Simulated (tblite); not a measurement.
## Frequency calculation, with input and output: C4H6NSi

The run: frequency calculation of C4H6NSi, multiplicity 2. Method and program: GFN2-xTB harmonic vibrations, gas phase (tblite 0.8.0).

It belongs to a series of runs on one base structure; here: H added to sp C.

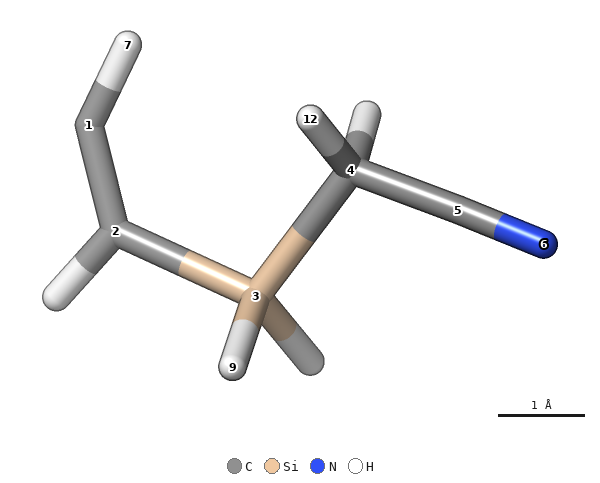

**Figure 1.** The structure (stick view, seen at a tilt; atoms are numbered from 1 in the order of the input). Bond lengths as drawn: C–C 1.29 to 1.43 Å, C–H 1.07 to 1.09 Å, C–N 1.14 Å, C–Si 1.92 to 1.93 Å and H–Si 1.46 Å.

Key numbers

- outcome: converged
- total energy: −438.0151 eV
- zero-point energy: 49.6920 kcal/mol
- hardware: 1 CPU thread, shared host
- peak memory: 0.18 GiB

Input file
```
{"job": {"kind": "ir", "xc": "GFN2-xTB", "basis": "xTB"}, "charge": 0, "multiplicity": 2}
C      2.239082    -1.087023     0.035413
C      1.885226     0.039224    -0.474041
Si     0.127828     0.833798    -0.466647
C     -1.019161    -0.399850     0.451161
C     -2.352678     0.105664     0.498812
N     -3.413028     0.535896     0.520408
H      1.781139    -1.886869     0.573034
H      2.603287     0.669064    -0.984342
H      0.172766     2.106104     0.255958
H     -0.325895     1.006791    -1.847544
H     -1.029181    -1.363971    -0.060483
H     -0.668188    -0.559512     1.472244
```

The first line tells a small driver script what to run in tblite; the rest is the geometry in Å.

Launched with:
```bash
OMP_NUM_THREADS=1 python <driver script> task.json out
```

Log
```
mode    cm-1     km/mol
  1      45.2     10.33
  2      65.1      0.29
  3      93.0      9.73
  4     158.2      1.09
  5     318.9      1.81
  6     375.4      0.15
  7     395.9     34.24
  8     456.0      0.45
  9     513.5      4.26
 10     572.6     14.50
 11     595.8     18.27
 12     686.7    353.68
 13     719.4     15.16
 14     757.7     80.27
 15     765.3    215.85
 16     771.5     78.63
 17     910.7     40.74
 18    1016.3     20.69
 19    1075.9      0.97
 20    1138.8     10.05
 21    1174.5    100.41
 22    1410.5      4.17
 23    1699.9      8.00
 24    2264.6    434.82
 25    2271.7    109.94
 26    2401.7    329.23
 27    2969.7     14.67
 28    2977.2     14.50
 29    2992.0     19.73
 30    3165.9     28.47
```

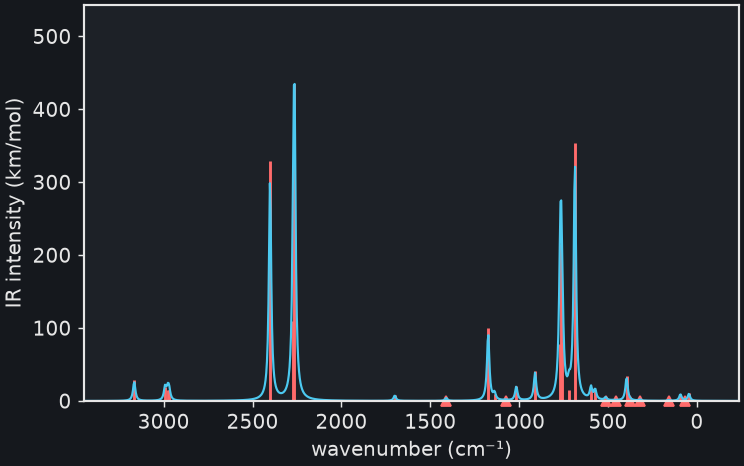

**Figure 2.** Harmonic infrared spectrum, unscaled: sticks (degenerate modes added up, dark ones marked on the axis) with a Lorentzian envelope of 16 cm⁻¹ full width, scaled to the tallest stick. 30 modes from 45 to 3166 cm⁻¹, none imaginary. The strongest line is at 2265 cm⁻¹ (435 km/mol).
